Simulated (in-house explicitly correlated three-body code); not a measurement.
Two electrons around a point charge Z = 3.48. Computed variationally in 260 exponentially correlated functions with an in-house code, non-relativistic, converged to about 10⁻⁷ hartree. Wanted, and plotted below: the exact exchange and correlation potentials of the ground state, from inverting its density, with the radial density dashed.

The exchange potential, minus half the Hartree potential for two paired electrons, rises from −3.10 hartree at 0.061 bohr to −0.69 at 1.4 bohr, tending to −1/r far out. The correlation potential is −0.040 hartree at the inner end, crosses zero near 0.17 bohr and has a positive maximum of 0.024 hartree near 0.38 bohr; the density peaks at 0.31 bohr. The LDA correlation potential, by contrast, is negative everywhere. The Kohn-Sham level equals minus the binding of the second electron, −109.8 eV.

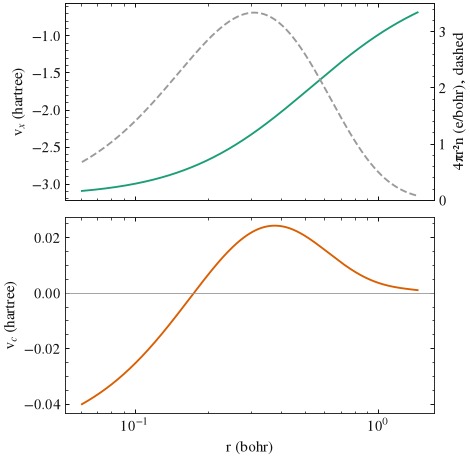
